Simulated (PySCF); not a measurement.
## NMR shielding calculation of CH10FNSi3

- system: CH10FNSi3
- method: GIAO PBE0/pcSseg-1 NMR shielding, non-relativistic, IEF-PCM cyclohexane (PySCF 2.14.0)

The geometry comes from this level: GFN2-xTB, coordinate held. Figures and captions count atoms from 1; the log counts them from 0 in places.

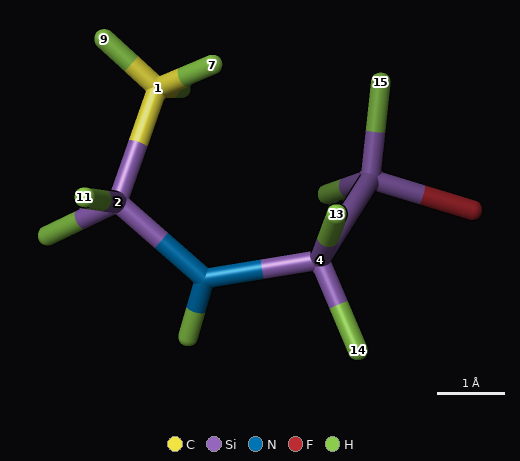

Fig. 1: The structure as given in the input (stick view, seen at a tilt; atoms are numbered from 1 in the order of the input). Bond lengths as drawn: C–H 1.09 Å, C–Si 1.89 Å, F–Si 1.62 Å, H–N 1.01 Å, H–Si 1.46 to 1.47 Å, N–Si 1.74 Å and Si–Si 2.30 Å.

**Results in brief**

```csv
quantity,value
outcome,converged
total energy,−1066.658522 hartree
HOMO,−7.12 eV
LUMO,−0.88 eV
dipole moment,2.16 D
"isotropic shielding, C",189.5 ppm
"isotropic shielding, Si",346.6 to 404.3 ppm
"isotropic shielding, N",278.2 ppm
"isotropic shielding, F",431.9 ppm
"isotropic shielding, H",26.2 to 32.2 ppm
hardware,"1 CPU thread, shared host"
wall time,49 s
peak memory,0.87 GiB
```

**Input file**
```
{"job": {"kind": "nmr", "xc": "PBE0", "basis": "pcSseg-1", "solvent": "cyclohexane", "every": 1, "pop": false}, "charge": 0, "multiplicity": 1}
C      1.747717    -0.676779     0.582466
Si     1.346796    -0.660929    -1.269521
N     -0.199919     0.079560    -1.549551
Si    -1.097756     1.178500    -0.542352
Si    -1.702460     0.258491     1.482210
F     -3.088480     0.959374     1.938558
H      1.735379     0.327994     0.995084
H      1.034213    -1.272117     1.145890
H      2.735103    -1.091953     0.759991
H      1.273954    -2.028529    -1.797905
H      2.361740     0.121239    -1.986322
H     -0.783894    -0.454822    -2.171077
H     -0.233383     2.358728    -0.384364
H     -2.245166     1.562308    -1.381269
H     -0.840039     0.526883     2.633610
H     -2.053254    -1.163384     1.515559
```

The first line tells a small driver script what to run in PySCF; the rest is the geometry in Å.

Run as:
```bash
OMP_NUM_THREADS=1 python <driver script> task.json out
```

**What the program printed**
```
coarse grid: 14312 points
cycle   1  E = -1066.5226427727  dE =  2.172e-01  |g| = 7.286e-01  |ddm| = 3.513e+00
cycle   2  E = -1066.4166810218  dE =  1.060e-01  |g| = 1.069e+00  |ddm| = 1.405e+00
cycle   3  E = -1066.6222319192  dE = -2.056e-01  |g| = 7.064e-02  |ddm| = 8.945e-01
cycle   4  E = -1066.6230763589  dE = -8.444e-04  |g| = 3.069e-02  |ddm| = 7.638e-02
cycle   5  E = -1066.6233058804  dE = -2.295e-04  |g| = 5.305e-03  |ddm| = 2.724e-02
cycle   6  E = -1066.6233109968  dE = -5.116e-06  |g| = 1.839e-03  |ddm| = 5.476e-03
final grid: 123304 points
cycle   7  E = -1066.6585157431  dE = -2.406e-05  |g| = 5.423e-03  |ddm| = 1.748e-02
cycle   8  E = -1066.6585128066  dE =  2.936e-06  |g| = 6.476e-03  |ddm| = 9.072e-03
cycle   9  E = -1066.6585223077  dE = -9.501e-06  |g| = 4.974e-04  |ddm| = 5.023e-03
cycle  10  E = -1066.6585223409  dE = -3.319e-08  |g| = 2.308e-04  |ddm| = 5.360e-04
cycle  11  E = -1066.6585223521  dE = -1.124e-08  |g| = 3.499e-05  |ddm| = 1.933e-04
cycle  12  E = -1066.6585223524  dE = -2.299e-10  |g| = 1.431e-05  |ddm| = 4.965e-05
```

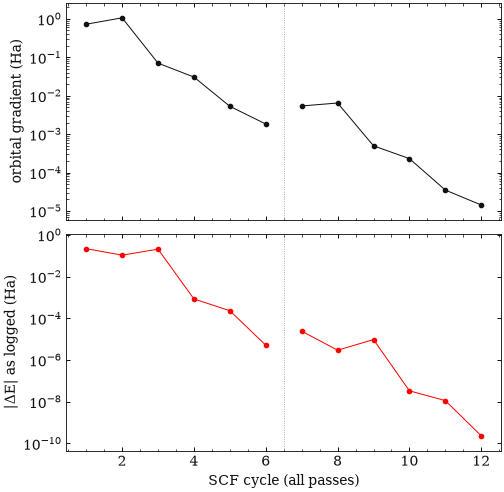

Fig. 2: Convergence of the self-consistent field: orbital gradient and size of the energy change against the SCF cycle. The dotted line marks the change from a coarse to the final integration grid. The first 6 cycles use a coarse grid, the final grid takes over at cycle 7, and the field converges after 12 cycles in all.

```
converged SCF energy = -1066.6585223524

GIAO shielding tensors (ppm)
atom      isotropic    diamagn.    paramagn.     s11        s22        s33       span
  0 C      189.452     257.495     -68.044    179.045    191.876    197.434     18.389
  1 Si     379.071     880.466    -501.395    334.105    378.096    425.012     90.908
  2 N      278.191     326.151     -47.960    252.982    257.860    323.730     70.748
  3 Si     404.298     880.695    -476.397    354.305    393.654    464.934    110.628
  4 Si     346.645     877.306    -530.662    277.362    317.851    444.721    167.359
  5 F      431.907     463.668     -31.761    382.818    451.440    461.464     78.646
  6 H       31.379      33.772      -2.393     27.589     29.824     36.724      9.135
  7 H       32.053      33.995      -1.942     27.882     30.184     38.093     10.211
  8 H       31.557      29.467       2.090     27.130     27.679     39.860     12.730
  9 H       26.965      29.421      -2.456     23.345     25.336     32.212      8.867
 10 H       26.847      28.872      -2.025     22.618     25.348     32.574      9.955
 11 H       32.207      32.369      -0.162     22.287     29.241     45.094     22.808
 12 H       26.646      30.191      -3.545     23.082     25.345     31.511      8.428
 13 H       26.491      29.065      -2.574     22.777     25.377     31.318      8.541
 14 H       26.196      29.983      -3.788     22.367     26.921     29.298      6.931
 15 H       26.224      30.071      -3.846     22.613     26.756     29.304      6.690
```

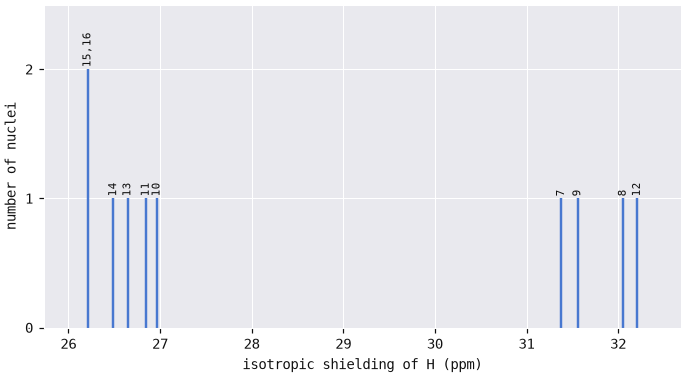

Fig. 3: Isotropic shieldings of the hydrogen nuclei in this fixed geometry, labelled by atom number; shielding grows to the right, so chemical shift grows to the left. The least shielded is H15 (26.2 ppm), the most shielded H12 (32.2 ppm).

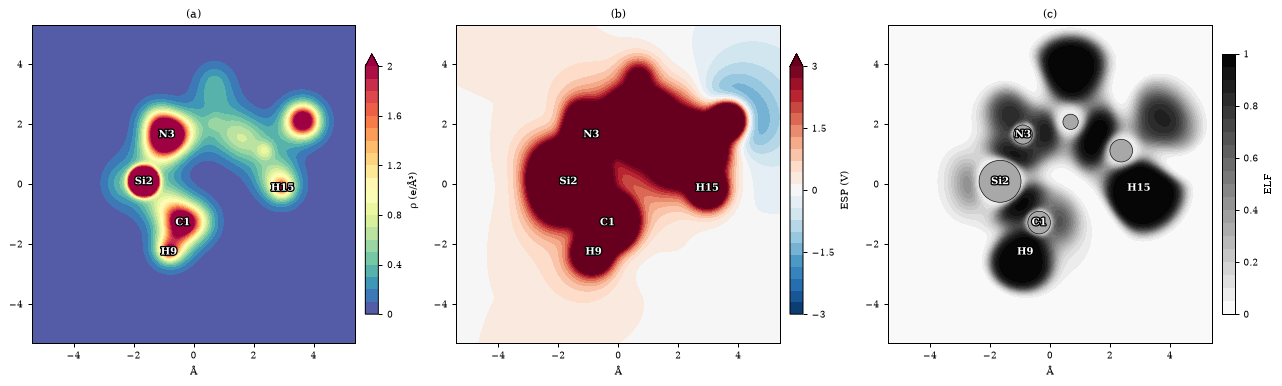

Fig. 4: (a) electron density; (b) molecular electrostatic potential; (c) ELF on the plane of atoms Si2, C1 and H9. Grey discs, where drawn, cover atomic cores. Atoms in the plane: C, Si, N and H. Si–N (1.74 Å): ρ at the midpoint is about 1 e/Å³; the ELF peaks at about 0.90 between the atoms (a shared but strongly polarised pair).

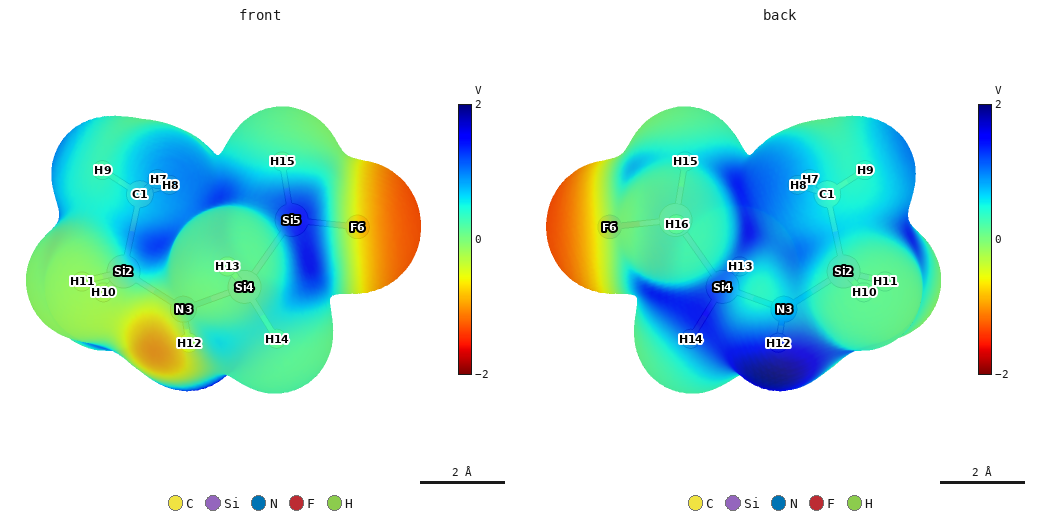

Fig. 5: The electrostatic potential painted on the density surface at 0.002 e/bohr³, seen at a tilt and from behind; the colour scale runs from red (negative) to blue (positive). A positive charge is drawn to the negative regions and a negative charge to the positive ones. Its dipole moment is 2.16 D.
